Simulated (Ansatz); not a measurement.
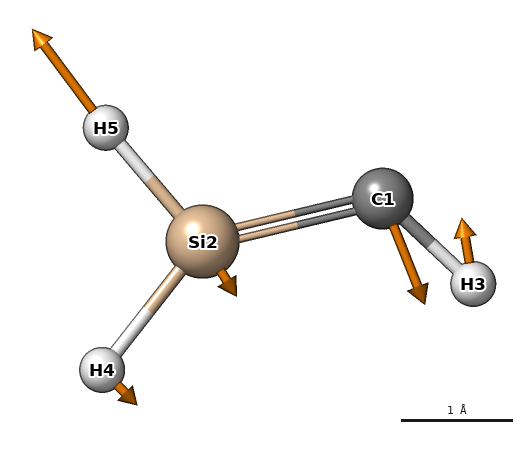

Arrows show the forces on the atoms, 0.3 Å of arrow for 1 eV/Å; forces under a tenth of the largest aren't drawn. The species is neutral and a spin doublet. Level of theory: PBE-D4/def2-TZVPP (Ansatz 0.2.0).

Question: On which atom is the force largest, and how large is it?

Answer: On H5: 3.13 eV/Å.

Question: Along which bond is the force strongest?

Answer: Si2–H5, now 1.359 Å: the forces push its atoms apart, so a first step downhill lengthens it.

List the force components in the frame of the picture (x right, y up, z towards the viewer), in eV/Å.

```tsv
atom	Fx	Fy	Fz
C1	0.97	−2.45	0.04
Si2	0.51	−0.82	0.01
H3	−0.24	1.40	−0.01
H4	0.63	−0.64	0.04
H5	−1.87	2.51	−0.08
```
